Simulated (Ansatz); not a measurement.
**Fields on a plane of ZrO2 (fluorite)**

```
ZrO2
1.0
    0.00000     2.53212     2.53212
    2.53212     0.00000     2.53212
    2.53212     2.53212     0.00000
Zr O
1 2
Direct
  0.00000   0.00000   0.00000
  0.25000   0.25000   0.25000
  0.75000   0.75000   0.75000
```

The slice is a {111} plane (indices of the conventional cell) through the point (0.250, 0.250, 0.250) (fractional), spanned by u = [100] and v = [-1 2 0] in vectors of this cell: u (3.58 Å) and v (6.20 Å, at 90° to u). It covers one period; positions are fractions (u, v).

Atoms on it: O at (0.00, 0.00); O at (0.50, 0.50). Other atoms lie within 1 Å of the plane.

Level of theory: PBEsol (plane waves to 420 eV, PAW, scalar-relativistic; Ansatz, a quantum-chemistry and plane-wave program). k mesh 11×11×11. Inside the PAW spheres the values are not all-electron values, and peaks at nuclei hang on which shells count as valence. The PAW data are Ansatz's earlier set. This is a high-temperature form of ZrO2. ZrO2 is run without spin polarisation. ZrO2 was relaxed with its symmetry unable to fall.

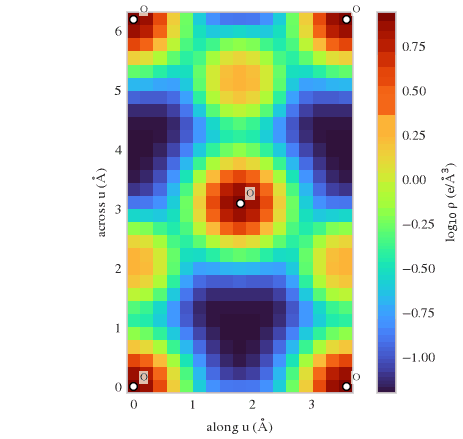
Fig. 1. Log₁₀ of the valence density in e/Å³, one period of the plane, atoms marked. The scale is logarithmic, as a density can span decades between atoms and voids.

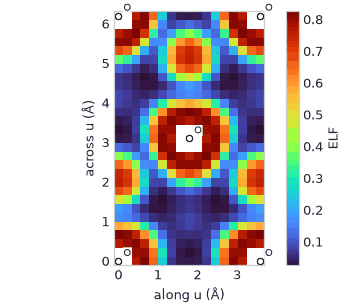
Fig. 1. Electron localisation function (ELF), one period of the plane, atoms marked. Points within 0.4 Å of a nucleus are left white, as the pseudised field means little there.
